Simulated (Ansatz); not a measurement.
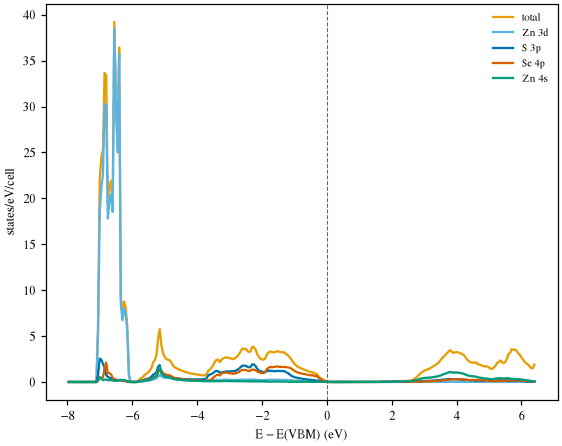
Total and projected density of states of Zn$_{2}$SeS in space group R3m (No. 160; Zn on 3a, Zn on 3a, Se on 3a, S on 3a), plane-wave PAW LDA (Ansatz code)

Question: Which orbitals carry the states next to the gap?

Answer: Top 1 eV of the valence band: Se 4p 65 %, S 3p 23 %, Zn 3d 8 %. Bottom 1 eV of the conduction band: Zn 4s 55 %, S 3s 17 %, S 3p 10 %, Se 4s 8 %, Se 4p 7 %. Projections are on Löwdin-orthogonalised atomic valence shells; empty p or d shells of many metals are not among them.

Question: Where is the tallest occupied peak in this window, and what makes it?

Answer: Near -6.5 eV, about 39 states/eV per cell; the largest projected share is Zn 3d.

The workflow started from a Materials Project entry (that database holds measured and hypothetical structures alike); the Crystallography Open Database copy checked does not list it. Its standing as an ambient phase is unchecked. The LDA relaxation kept the symmetry of its start; of distortions, only those at the zone centre were tested. Spin–orbit coupling is left out wherever it is not named.

Potentials: the later of the program's two PAW sets.
